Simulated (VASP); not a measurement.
Band structure of RuAl (CsCl type). Method: PBE GGA with D4 dispersion, VASP's PBE PAW potentials (set 64) (plane waves; VASP).

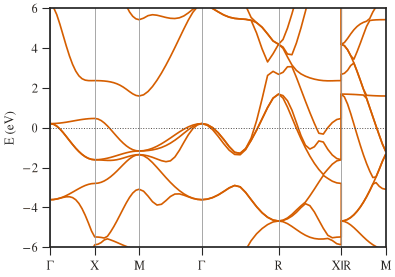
Bands along high-symmetry lines, zero at the valence-band maximum or, without a gap, the Fermi level

### Question
Read the plot: is there a gap, and where are the band edges?

### Answer
It has no gap at this level: it comes out as a metal or semimetal. (Edges off the drawn lines would not show.)

The compound is RuAl in the CsCl type structure. It was relaxed first. The electron count is odd and the run is not spin-polarised, which forces a metal.
